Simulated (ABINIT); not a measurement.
# A GW chain in ABINIT: KBr (Fm-3m)

Wanted: ground state, empty states, screening and self-energy for KBr (Fm-3m).

Method: LDA and many-body steps on it, plane waves, in ABINIT 10.8.3.

## 1. The structure

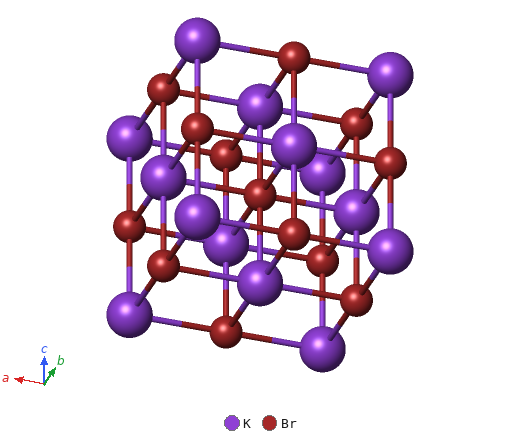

Start, viewed from a free direction; potassium purple, bromine red. This picture shows the conventional cell, with its axes. Some periodic images of atoms are drawn too.

The cell and positions come from the Crystallography Open Database and are kept as given unless a step says otherwise.

## 2. Ground state

This step: ABINIT 10.8.3; DFT, LDA, plane waves, norm-conserving pseudopotentials.

The ground-state density comes first.

Input file run.abi:

```
acell 3*1.0 Angstrom
rprim 
  0.000000000000 3.300000000000 3.300000000000
  3.300000000000 0.000000000000 3.300000000000
  3.300000000000 3.300000000000 0.000000000000
ntypat 2
znucl 19 35
natom 2
typat 1 2
xred 
  0.000000000000 0.000000000000 0.000000000000
  0.500000000000 0.500000000000 0.500000000000
pp_dirpath "pseudos"
pseudos "K.upf, Br.upf"
ecut 32
ngkpt 6 6 6
nshiftk 1
shiftk 0 0 0
kptopt 1
chksymbreak 0
nband 13
occopt 1
tolvrs 1e-10
nstep 60
prtwf 0
optforces 0
optstress 0
indata_prefix "in"
outdata_prefix "out"
tmpdata_prefix "tmp"
```

Run with:

```
$ OMP_NUM_THREADS=1 mpirun -n 4 abinit run.abi > log
```

Numbers of over 12 decimals in the logs are rounded to 6 here.

Log:

```text
.Version 10.8.3 of ABINIT. v10.8.2 released Aug 2026.

 Symmetries : space group Fm -3 m (#225); Bravais cF (face-center cubic)
================================================================================
 Values of the parameters that define the memory need of the present run
     intxc =       0    ionmov =       0      iscf =       7    lmnmax =       6
     lnmax =       6     mgfft =      48  mpssoang =       3    mqgrid =    3001
     natom =       2  nloc_mem =       1    nspden =       1   nspinor =       1
    nsppol =       1      nsym =      48    n1xccc =    2501    ntypat =       2
    occopt =       1   xclevel =       1
-    mband =          13        mffmem =           1         mkmem =           4
       mpw =        4216          nfft =      110592          nkpt =          16
================================================================================
  Rough estimation (10% accuracy) of disk space for files :
================================================================================

--------------------------------------------------------------------------------
------------- Echo of variables that govern the present computation ------------
--------------------------------------------------------------------------------
 -outvars: echo values of preprocessed input variables --------
            acell      1.8897261259E+00  1.8897261259E+00  1.8897261259E+00 Bohr

      chksymbreak           0
             ecut      3.20000000E+01 Hartree
-          fftalg         312

              ixc       -1012
              kpt      0.00000000E+00  0.00000000E+00  0.00000000E+00
                       1.66666667E-01  0.00000000E+00  0.00000000E+00
                       3.33333333E-01  0.00000000E+00  0.00000000E+00
                       5.00000000E-01  0.00000000E+00  0.00000000E+00
                       1.66666667E-01  1.66666667E-01  0.00000000E+00
                       3.33333333E-01  1.66666667E-01  0.00000000E+00
                       5.00000000E-01  1.66666667E-01  0.00000000E+00
                      -3.33333333E-01  1.66666667E-01  0.00000000E+00
                      -1.66666667E-01  1.66666667E-01  0.00000000E+00
   [... 5 further rows ...]
                      -3.33333333E-01  3.33333333E-01  1.66666667E-01
                      -3.33333333E-01  5.00000000E-01  1.66666667E-01
         kptrlatt        6    0    0      0    6    0      0    0    6
          kptrlen      5.29150311E+01
P           mkmem           4
            natom           2
            nband          13
            ngfft          48      48      48
             nkpt          16
            nstep          60
             nsym          48
           ntypat           2
              occ      2.000000  2.000000  2.000000  2.000000  2.000000  2.000000
                       2.000000  2.000000  0.000000  0.000000  0.000000  0.000000
                       0.000000
        optforces           0
        optstress           0
            prtwf           0
            rprim      0.0000000000E+00  3.3000000000E+00  3.3000000000E+00
[...]
spgroup         225

           tolvrs      1.00000000E-10

             xred      0.0000000000E+00  0.0000000000E+00  0.0000000000E+00
[...]
znucl       19.00000   35.00000

================================================================================

 chkinp: Checking input parameters for consistency.

================================================================================
== DATASET  1 ==================================================================
-   mpi_nproc: 4, omp_nthreads: 1 (-1 if OMP is not activated)

--- !DatasetInfo
iteration_state: {dtset: 1, }
dimensions: {natom: 2, nkpt: 16, mband: 13, nsppol: 1, nspinor: 1, nspden: 1, mpw: 4216, }
cutoff_energies: {ecut:  32.0, pawecutdg:  -1.0, }
electrons: {nelect:   1.60000000E+01, charge:   0.00000000E+00, occopt:   1.00000000E+00, tsmear:   1.00000000E-02, }

 Real(R)+Recip(G) space primitive vectors, cartesian coordinates (Bohr,Bohr^-1):
 R(1)=  0.0000000  6.2360962  6.2360962  G(1)= -0.0801784  0.0801784  0.0801784
 R(2)=  6.2360962  0.0000000  6.2360962  G(2)=  0.0801784 -0.0801784  0.0801784
 R(3)=  6.2360962  6.2360962  0.0000000  G(3)=  0.0801784  0.0801784 -0.0801784
 Unit cell volume ucvol=  4.8502979E+02 bohr^3
 Angles (23,13,12)=  6.00000000E+01  6.00000000E+01  6.00000000E+01 degrees

 getcut: wavevector=  0.0000  0.0000  0.0000  ngfft=  48  48  48
         ecut(hartree)=     32.000   => boxcut(ratio)=   2.13734

--- Pseudopotential description ------------------------------------------------
- K Generated using ONCVPSP code by D. R. Hamann
- 19.00000   9.00000  180309                  znucl, zion, pspdat
12 -1012 2 -1 2170                            pspcod,pspxc,lmax,lloc,mmax
     nproj     2     2     2
  pspatm : epsatm=    8.21740868
         --- l  ekb(1:nproj) -->
[...]
pspatm: atomic psp has been read  and splines computed

- Br Generated using ONCVPSP code by D. R. Hamann
- 35.00000   7.00000  180309                  znucl, zion, pspdat
12 -1012 2 -1 1084                            pspcod,pspxc,lmax,lloc,mmax
     nproj     2     2     2
  pspatm : epsatm=   10.24179696
         --- l  ekb(1:nproj) -->
[...]
2    2.423121    0.400160
 pspatm: atomic psp has been read  and splines computed

   2.95347290E+02                                ecore*ucvol(ha*bohr**3)
--------------------------------------------------------------------------------

_setup2: Arith. and geom. avg. npw (full set) are    4194.069    4194.049

================================================================================

--- !BeginCycle
iteration_state: {dtset: 1, }
solver: {iscf: 7, nstep: 60, nline: 4, wfoptalg: 0, }
tolerances: {tolvrs: 1.00E-10, }

     iter   Etot(hartree)      deltaE(h)  residm     vres2
 ETOT  1  -45.811318218823    -4.581E+01 3.493E-02 8.180E+01
 ETOT  2  -45.831428564190    -2.011E-02 6.314E-03 2.047E+00
 ETOT  3  -45.831693825543    -2.653E-04 3.049E-03 3.169E-01
 ETOT  4  -45.831708840697    -1.502E-05 1.204E-03 5.138E-03
 ETOT  5  -45.831708998382    -1.577E-07 1.969E-03 5.818E-05
 ETOT  6  -45.831709001162    -2.780E-09 7.767E-03 6.606E-06
 ETOT  7  -45.831709001777    -6.149E-10 2.227E-03 2.386E-07
 ETOT  8  -45.831709001789    -1.214E-11 3.624E-03 2.734E-09
 ETOT  9  -45.831709001789     9.166E-13 3.109E-04 3.884E-11

 At SCF step    9       vres2   =  3.88E-11 < tolvrs=  1.00E-10 =>converged.

--- !ResultsGS
iteration_state: {dtset: 1, }
comment   : Summary of ground state results
lattice_vectors:
- [  0.0000000,   6.2360962,   6.2360962, ]
- [  6.2360962,   0.0000000,   6.2360962, ]
- [  6.2360962,   6.2360962,   0.0000000, ]
lattice_lengths: [   8.81917,    8.81917,    8.81917, ]
lattice_angles: [ 60.000,  60.000,  60.000, ] # degrees, (23, 13, 12)
lattice_volume:   4.8502979E+02
convergence: {deltae:  9.166E-13, res2:  3.884E-11, residm:  3.109E-04, diffor:  0.000E+00, }
etotal    :  -4.58317090E+01
entropy   :   0.00000000E+00
fermie    :  -7.39522276E-03
cartesian_stress_tensor: null
pressure_GPa: null
xred      :
- [  0.0000E+00,   0.0000E+00,   0.0000E+00,  K]
- [  5.0000E-01,   5.0000E-01,   5.0000E-01, Br]
cartesian_forces: null
force_length_stats: {min: null, max: null, mean: null, }

 Integrated electronic density in atomic spheres:
 ------------------------------------------------
 Atom  Sphere_radius  Integrated_density
    1        2.00000          6.92021275
    2        2.00000          4.25427605
================================================================================

 ----iterations are completed or convergence reached----

 Mean square residual over all n,k,spin=   83.446E-07; max=  31.094E-05
 reduced coordinates (array xred) for    2 atoms
       0.000000000000      0.000000000000      0.000000000000
       0.500000000000      0.500000000000      0.500000000000
 rms dE/dt=  0.0000E+00; max dE/dt=  0.0000E+00; dE/dt below (all hartree)
    1       0.000000000000      0.000000000000      0.000000000000
    2       0.000000000000      0.000000000000      0.000000000000

 cartesian coordinates (angstrom) at end:
    1      0.000000     0.000000     0.000000
    2      3.300000     3.300000     3.300000
 length scales=  1.889726125908  1.889726125908  1.889726125908 bohr
              =  1.000000000000  1.000000000000  1.000000000000 angstroms
 prteigrs : about to open file out_EIG
 Fermi (or HOMO) energy (hartree) =  -0.00740   Average Vxc (hartree)=  -0.29438
 Eigenvalues (hartree) for nkpt=  16  k points:
 kpt#   1, nband= 13, wtk=  0.00463, kpt=  0.0000  0.0000  0.0000 (reduced coord)
  -1.01644   -0.46192   -0.41641   -0.41641   -0.41641   -0.00740   -0.00740   -0.00740
   0.14077    0.26304    0.26304    0.26305    0.29506
 prteigrs : prtvol=0 or 1, do not print more k-points.

--- !EnergyTerms
iteration_state     : {dtset: 1, }
comment             : Components of total free energy in Hartree
kinetic             :  1.46551196752329E+01
hartree             :  9.58894084460337E+00
xc                  : -1.14117761208625E+01
Ewald energy        : -2.93989375638298E+01
psp_core            :  6.08926077517895E-01
local_psp           : -3.64663735992050E+01
non_local_psp       :  6.59239168475459E+00
total_energy        : -4.58317090017885E+01
total_energy_eV     : -1.24714433596107E+03
band_energy         : -5.61504775677646E+00

== END DATASET(S) ==============================================================
================================================================================

 -outvars: echo values of variables after computation  --------
           etotal     -4.5831709002E+01
            nband          13
             nkpt          16
          spgroup         225
 [... the other variables as echoed above ...]

 Calculation completed.
```

Elapsed: 7.2 s, on 4 MPI ranks of Arm Neoverse V2, shared host; peak memory 0.33 GiB.

This step gave:

| Quantity | Value |
| --- | --- |
| total energy | -1247.1443 eV |
| gap | 4.032 eV |
| k of the valence top | 0, 0, 0 |
| k of the conduction bottom | 0, 0, 0 |
| least direct gap | 4.032 eV |

The gap is direct, at Γ.

## 3. Bands along the symmetry lines

Levels along a band path, at the cheap level, show where the edges lie and whether the meshes to come will hold them.

Input file run.abi:

```
acell 3*1.0 Angstrom
rprim 
  0.000000000000 3.300000000000 3.300000000000
  3.300000000000 0.000000000000 3.300000000000
  3.300000000000 3.300000000000 0.000000000000
ntypat 2
znucl 19 35
natom 2
typat 1 2
xred 
  0.000000000000 0.000000000000 0.000000000000
  0.500000000000 0.500000000000 0.500000000000
pp_dirpath "pseudos"
pseudos "K.upf, Br.upf"
ecut 32
iscf -2
irdden 1
kptopt 0
nkpt 50
kpt 
  0.00000000 0.00000000 0.00000000
  0.06250000 0.00000000 0.06250000
  0.12500000 0.00000000 0.12500000
  0.18750000 0.00000000 0.18750000
  0.25000000 0.00000000 0.25000000
  0.31250000 0.00000000 0.31250000
  0.37500000 0.00000000 0.37500000
  0.43750000 0.00000000 0.43750000
  0.50000000 0.00000000 0.50000000
  0.51562500 0.03125000 0.51562500
  0.53125000 0.06250000 0.53125000
  0.54687500 0.09375000 0.54687500
  0.56250000 0.12500000 0.56250000
  0.57812500 0.15625000 0.57812500
  0.59375000 0.18750000 0.59375000
  0.60937500 0.21875000 0.60937500
  0.62500000 0.25000000 0.62500000
  0.37500000 0.37500000 0.75000000
  0.32812500 0.32812500 0.65625000
  0.28125000 0.28125000 0.56250000
  0.23437500 0.23437500 0.46875000
  0.18750000 0.18750000 0.37500000
  0.14062500 0.14062500 0.28125000
  0.09375000 0.09375000 0.18750000
  0.04687500 0.04687500 0.09375000
  0.00000000 0.00000000 0.00000000
  0.06250000 0.06250000 0.06250000
  0.12500000 0.12500000 0.12500000
  0.18750000 0.18750000 0.18750000
  0.25000000 0.25000000 0.25000000
  0.31250000 0.31250000 0.31250000
  0.37500000 0.37500000 0.37500000
  0.43750000 0.43750000 0.43750000
  0.50000000 0.50000000 0.50000000
  0.50000000 0.46875000 0.53125000
  0.50000000 0.43750000 0.56250000
  0.50000000 0.40625000 0.59375000
  0.50000000 0.37500000 0.62500000
  0.50000000 0.34375000 0.65625000
  0.50000000 0.31250000 0.68750000
  0.50000000 0.28125000 0.71875000
  0.50000000 0.25000000 0.75000000
  0.50000000 0.21875000 0.71875000
  0.50000000 0.18750000 0.68750000
  0.50000000 0.15625000 0.65625000
  0.50000000 0.12500000 0.62500000
  0.50000000 0.09375000 0.59375000
  0.50000000 0.06250000 0.56250000
  0.50000000 0.03125000 0.53125000
  0.50000000 0.00000000 0.50000000
istwfk *1
nband 15
nbdbuf 2
tolwfr 1e-08
nstep 40
prtwf 0
prtvol 0
indata_prefix "in"
outdata_prefix "out"
tmpdata_prefix "tmp"
```

Log:

```text
.Version 10.8.3 of ABINIT. v10.8.2 released Aug 2026.

 Symmetries : space group Fm -3 m (#225); Bravais cF (face-center cubic)
[... echo of the input left out ...]
== DATASET  1 ==================================================================
-   mpi_nproc: 4, omp_nthreads: 1 (-1 if OMP is not activated)

--- !DatasetInfo
iteration_state: {dtset: 1, }
dimensions: {natom: 2, nkpt: 50, mband: 15, nsppol: 1, nspinor: 1, nspden: 1, mpw: 4279, }
cutoff_energies: {ecut:  32.0, pawecutdg:  -1.0, }
electrons: {nelect:   1.60000000E+01, charge:   0.00000000E+00, occopt:   1.00000000E+00, tsmear:   1.00000000E-02, }

 Real(R)+Recip(G) space primitive vectors, cartesian coordinates (Bohr,Bohr^-1):
 R(1)=  0.0000000  6.2360962  6.2360962  G(1)= -0.0801784  0.0801784  0.0801784
 R(2)=  6.2360962  0.0000000  6.2360962  G(2)=  0.0801784 -0.0801784  0.0801784
 R(3)=  6.2360962  6.2360962  0.0000000  G(3)=  0.0801784  0.0801784 -0.0801784
 Unit cell volume ucvol=  4.8502979E+02 bohr^3
 Angles (23,13,12)=  6.00000000E+01  6.00000000E+01  6.00000000E+01 degrees

 getcut: wavevector=  0.0000  0.0000  0.0000  ngfft=  48  48  48
         ecut(hartree)=     32.000   => boxcut(ratio)=   2.13734

--- Pseudopotential description ------------------------------------------------
- K Generated using ONCVPSP code by D. R. Hamann
- 19.00000   9.00000  180309                  znucl, zion, pspdat
12 -1012 2 -1 2170                            pspcod,pspxc,lmax,lloc,mmax
     nproj     2     2     2
  pspatm : epsatm=    8.21740868
         --- l  ekb(1:nproj) -->
             0   10.940065    0.829722
             1    4.437415    0.568178
             2   -3.386874   -1.066382
 pspatm: atomic psp has been read  and splines computed

- Br Generated using ONCVPSP code by D. R. Hamann
- 35.00000   7.00000  180309                  znucl, zion, pspdat
12 -1012 2 -1 1084                            pspcod,pspxc,lmax,lloc,mmax
     nproj     2     2     2
  pspatm : epsatm=   10.24179696
         --- l  ekb(1:nproj) -->
[...]
pspatm: atomic psp has been read  and splines computed

--------------------------------------------------------------------------------

================================================================================
 prteigrs : about to open file out_EIG
 Non-SCF case, kpt    1 (  0.00000  0.00000  0.00000), residuals and eigenvalues=
  4.25E-09  7.13E-09  1.96E-09  2.91E-09  6.84E-09  1.87E-09  3.50E-09  4.64E-09
  9.87E-09  5.93E-09  7.32E-09  9.70E-09  6.14E-09  6.00E-09  9.21E-09
 -1.0164E+00 -4.6192E-01 -4.1641E-01 -4.1641E-01 -4.1641E-01 -7.3952E-03
 -7.3952E-03 -7.3952E-03  1.4077E-01  2.6304E-01  2.6304E-01  2.6304E-01
[...]
Non-SCF case, kpt    2 (  0.06250  0.00000  0.06250), residuals and eigenvalues=
  2.21E-09  8.68E-09  4.24E-09  7.78E-09  4.55E-09  3.19E-09  4.36E-09  9.89E-09
[...]
2.35E-09  6.30E-09  3.84E-09  9.41E-09  3.83E-09  4.01E-09  3.67E-09  6.97E-09
  3.71E-09  8.46E-09  7.83E-09  7.94E-09  8.78E-09  9.69E-09  9.22E-06
[...]
Non-SCF case, kpt   49 (  0.50000  0.03125  0.53125), residuals and eigenvalues=
[...]
Non-SCF case, kpt   50 (  0.50000  0.00000  0.50000), residuals and eigenvalues=
[...]
-1.0161E+00 -4.5829E-01 -4.2006E-01 -4.1785E-01 -4.1785E-01 -3.8692E-02
 -1.8311E-02 -1.8311E-02  1.9724E-01  2.4475E-01  3.2841E-01  3.3050E-01
[...]
--- !ResultsGS
iteration_state: {dtset: 1, }
comment   : Summary of ground state results
lattice_vectors:
- [  0.0000000,   6.2360962,   6.2360962, ]
- [  6.2360962,   0.0000000,   6.2360962, ]
- [  6.2360962,   6.2360962,   0.0000000, ]
lattice_lengths: [   8.81917,    8.81917,    8.81917, ]
lattice_angles: [ 60.000,  60.000,  60.000, ] # degrees, (23, 13, 12)
lattice_volume:   4.8502979E+02
convergence: {deltae:  0.000E+00, res2:  0.000E+00, residm:  9.965E-09, diffor:  0.000E+00, }
etotal    :  -4.58317090E+01
entropy   :   0.00000000E+00
fermie    :  -7.39522276E-03
cartesian_stress_tensor: null
pressure_GPa: null
xred      :
- [  0.0000E+00,   0.0000E+00,   0.0000E+00,  K]
- [  5.0000E-01,   5.0000E-01,   5.0000E-01, Br]
cartesian_forces: null
force_length_stats: {min: null, max: null, mean: null, }

 Integrated electronic density in atomic spheres:
 ------------------------------------------------
 Atom  Sphere_radius  Integrated_density
[...]
================================================================================

 ----iterations are completed or convergence reached----

 Mean square residual over all n,k,spin=   61.414E-10; max=  99.652E-10
 reduced coordinates (array xred) for    2 atoms
       0.000000000000      0.000000000000      0.000000000000
       0.500000000000      0.500000000000      0.500000000000

 cartesian coordinates (angstrom) at end:
    1      0.000000     0.000000     0.000000
    2      3.300000     3.300000     3.300000
 length scales=  1.889726125908  1.889726125908  1.889726125908 bohr
              =  1.000000000000  1.000000000000  1.000000000000 angstroms
 prteigrs : about to open file out_EIG
 Eigenvalues (hartree) for nkpt=  50  k points:
 kpt#   1, nband= 15, wtk=  1.00000, kpt=  0.0000  0.0000  0.0000 (reduced coord)
[...]
kpt#   2, nband= 15, wtk=  1.00000, kpt=  0.0625  0.0000  0.0625 (reduced coord)
[...]
kpt#   3, nband= 15, wtk=  1.00000, kpt=  0.1250  0.0000  0.1250 (reduced coord)
[...]
kpt#  49, nband= 15, wtk=  1.00000, kpt=  0.5000  0.0313  0.5313 (reduced coord)
  -1.01615   -0.45842   -0.42004   -0.41787   -0.41767   -0.03855   -0.01871   -0.01858
   0.19826    0.24598    0.32641    0.33123    0.33916    0.38045    0.38135
 kpt#  50, nband= 15, wtk=  1.00000, kpt=  0.5000  0.0000  0.5000 (reduced coord)
  -1.01615   -0.45829   -0.42006   -0.41785   -0.41785   -0.03869   -0.01831   -0.01831
   0.19724    0.24475    0.32841    0.33050    0.33989    0.38042    0.38042

== END DATASET(S) ==============================================================
================================================================================

 -outvars: echo values of variables after computation  --------
            nband          15
             nkpt          50
          spgroup         225
 [... the other variables as echoed above ...]

 Calculation completed.
```

Elapsed: 16 s, on 4 MPI ranks; peak memory 0.31 GiB; 64 s of CPU time.

This step gave:

```yaml
gap: 4.032 eV
k_of_the_valence_top: 0, 0, 0
k_of_the_conduction_bottom: 0, 0, 0
least_direct_gap: 4.032 eV
```

The gap is 4.032 eV, as in the run before at this level.

The electronic bands at the labelled points (eV, zero at the top of the highest filled band; v1 is the highest filled band, c1 the lowest empty one):

```
    point      v4     v3     v2     v1    c1    c2    c3    c4
        Γ  -11.13   0.00   0.00   0.00  4.03  7.36  7.36  7.36
        X  -11.17  -0.85  -0.30  -0.30  5.57  6.86  9.14  9.19
        U  -11.07  -0.73  -0.68  -0.35  6.30  7.84  8.16  8.91
jump to K  -11.07  -0.73  -0.68  -0.35  6.30  7.84  8.16  8.91
        Γ  -11.13   0.00   0.00   0.00  4.03  7.36  7.36  7.36
        L  -10.91  -1.25  -0.35  -0.35  6.25  7.93  9.52  9.52
        W  -11.05  -0.62  -0.62  -0.57  7.10  7.10  7.96  8.72
        X  -11.17  -0.85  -0.30  -0.30  5.57  6.86  9.14  9.19
```

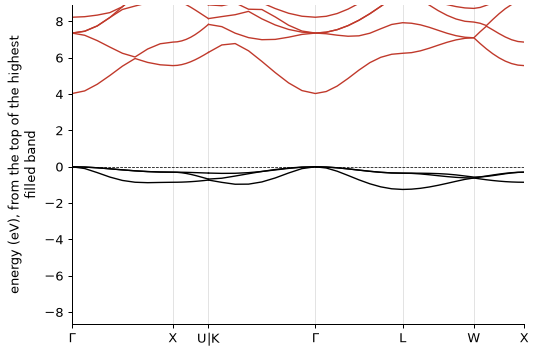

Electronic bands along the path; lines of filled and empty bands in two colours.

(Continued in part 2 of 2.)

[Paths, hosts, dates, memory and timing lines, banners, echoed tables and standing remarks are left out of the program output.]

[Logs are printed without paths, hosts, clocks, repeated set-up lines and the standing remarks that a program may print on its own settings, such as how far it seeks lower states.]

[Runs of the session that timed out or met a known fault of the program may be left out.]

[Hosts, paths, dates, database ids (printed as entryN), source tags and the programs' standing remarks are cut or masked in the printed files.]

[G0W0 gaps are taken among the corrected bands and points alone; a level outside them can change the order at an edge.]

[Where Ansatz stands beside ABINIT at settings called matched, ABINIT's density can come from a denser mesh and the files from another edition; pairs whose starting gaps differed by over 0.03 eV were left out, so agreement reads better than it is.]
